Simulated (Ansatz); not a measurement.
# Calculations on CH9PSn

## 1. Relaxation

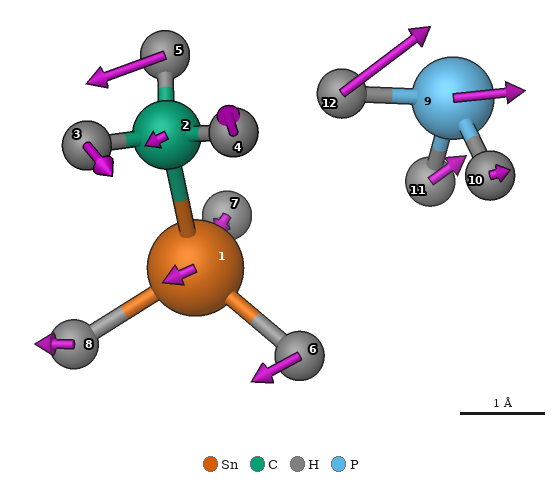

A relaxation of CH$_{9}$PSn. The starting structure is drawn; purple arrows show the displacements, at their true length. The two geometries are superimposed by the best rigid fit.

The picture is a ball-and-stick view, seen from a free direction.

The run prepares an end point of a later path (reaction) calculation, from a guessed geometry.

All numbers below come from RKS BHLYP/def2-SVP in Ansatz 0.2.0. (no spin polarisation; force threshold 0.03 eV/Å; at most 50 steps)

**Atoms of which element are displaced furthest, and by how much?**

Hydrogen: up to 1.34 Å, against 0.88 Å for phosphorus.

**What did the optimiser do to the structure, and how much energy did it gain?**

After 18 accepted moves (22 points after the start) the energy has fallen by 6.24 kcal/mol. Largest force component: 0.43 eV/Å at the start, 0.021 eV/Å at the end. The line search rejected the trial steps at points 4, 10, 13, 14 of the run. The forces were under the threshold at step 15, but the run went on from there. H12 moves most after the best rigid fit: 1.34 Å. Largest moves by element: H 1.34 Å, P 0.88 Å, Sn 0.45 Å, C 0.30 Å. Some distances before and after: Sn1–H8 1.716 → 1.710 Å, P9–H11 1.412 → 1.417 Å, Sn1–H6 1.705 → 1.709 Å. Among the angles between lasting bonds that change: C2–Sn1–H8 107.6° → 110.2°. Groups turn about Sn1–C2 by about 50°.

## 2. Relaxation

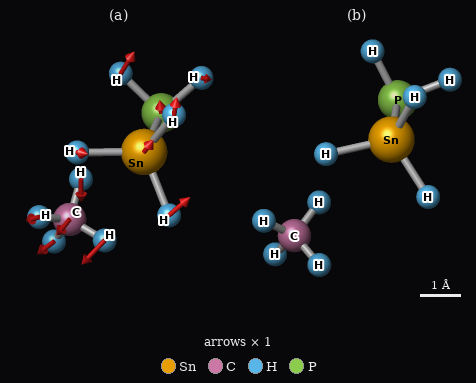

The structure of CH$_{9}$PSn before (left) and after (right) a relaxation, at one scale. The red arrows give the displacements, at their true length.

The picture is a ball-and-stick view, seen from a free direction.

The run prepares an end point of a later path (reaction) calculation, from a guessed geometry.

Level of theory: RKS BHLYP/def2-SVP in Ansatz 0.2.0. Set-up: no spin polarisation; force threshold 0.03 eV/Å; at most 50 steps.

What changed between the two?

The energy falls by 18.1 kJ/mol in 12 accepted moves (15 points after the start). The largest force component goes from 0.57 to 0.013 eV/Å. The line search rejected the trial steps at points 8, 10, 14 of the run. The forces were under the threshold at step 12, but the run went on from there. The largest move after the best rigid fit is that of an H atom, 0.87 Å. Largest moves by element: H 0.87 Å, C 0.62 Å, Sn 0.48 Å, P 0.38 Å. Near-neighbour distances that change, for instance: P–Sn 2.478 → 2.528 Å, C–H 1.100 → 1.092 Å, H–Sn 1.702 → 1.706 Å. Among the angles between lasting bonds that change: H–Sn–P 110.2° → 108.2°. Groups turn about P–Sn by about 30°.

Limits of the set-up: the start holds two separate molecules, 2.6 Å apart at their closest, whose relative position is a soft coordinate and is computed without a dispersion correction.

## 3. Path

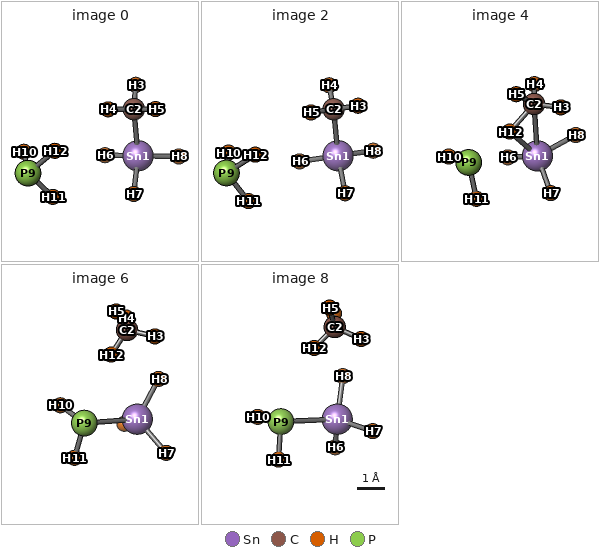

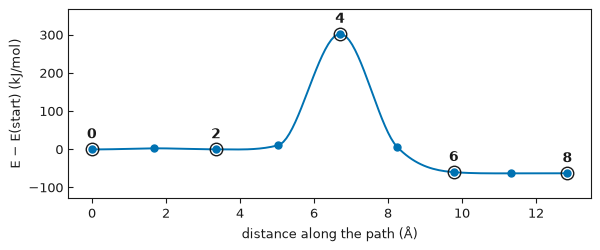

NEB run on CH₉PSn, made up at the start of CH$_{6}$Sn and PH$_{3}$. Images are numbered from 0 (start) to 8 (end). The picture is a ball-and-stick view, seen at a tilt.

These are results of RKS BHLYP/def2-SVP in Ansatz 0.2.0, not measurements. Run with 7 movable images; climbing image; force threshold 0.05 eV/Å; iteration limit 60; starting path through a guess of the saddle point.

**Read off the barrier and say what moves.**

Forward barrier 302.6 kJ/mol, backward barrier 365.4 kJ/mol, with image 4 at the top; the reaction energy is −62.8 kJ/mol. The path has more than one stage, and so few images may leave a stage unresolved. Breaking: P9–H12 (1.42 → 1.94 at the top → 3.34 Å), Sn1–C2 (2.15 → 2.42 at the top → 4.45 Å). Forming: C2–H12 (3.85 → 1.37 at the top → 1.09 Å), Sn1–P9 (4.92 → 3.12 at the top → 2.53 Å). The band converged in 31 iterations. The largest component of the band force went from 23 to 0.024 eV/Å. The climbing image converged on the top of the path. Its vibrational analysis gives one imaginary mode (1809i cm⁻¹), as a transition state must have.

Limits of the set-up: the start holds two separate molecules, 2.9 Å apart at their closest, whose relative position is a soft coordinate and is computed without a dispersion correction.

Cost: 10 min on 2 threads of Arm Neoverse V1, on a shared host, peak memory 0.26 GiB.
